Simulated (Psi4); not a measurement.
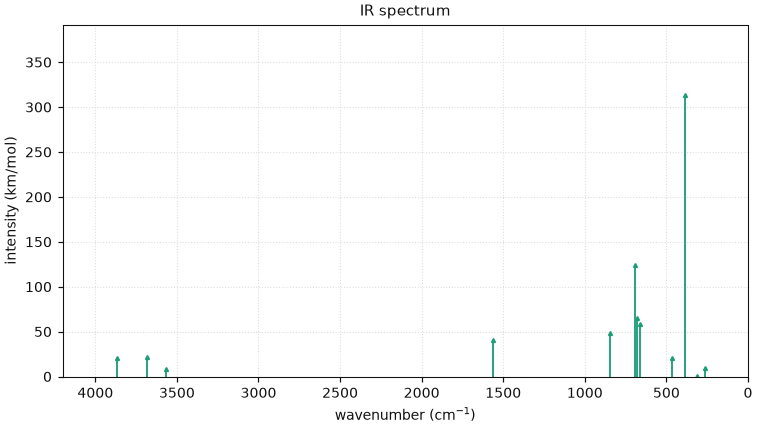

Unscaled harmonic wavenumbers and double-harmonic intensities, PBE0/def2-TZVP (dispersion D4) with Psi4 1.11, at a geometry relaxed at this level, isolated molecule. Modes within 2 cm⁻¹ of each other count as one line, with their intensities summed.

Question: Whose IR spectrum is this?
A. GeNH₃O, SMILES [NH2][Ge][OH], singlet
B. GaH₂Cl, SMILES [Cl][GaH2], singlet
C. C₂H₂N₂Si, SMILES N#C[SiH2]C#N
D. GeBr₂, SMILES [Br][Ge][Br], singlet

Answer: A. It has its most intense lines at 385.0, 692.2 and 678.0 cm⁻¹.

Known limits of this run: closed-shell singlet; other spin states weren't compared here.
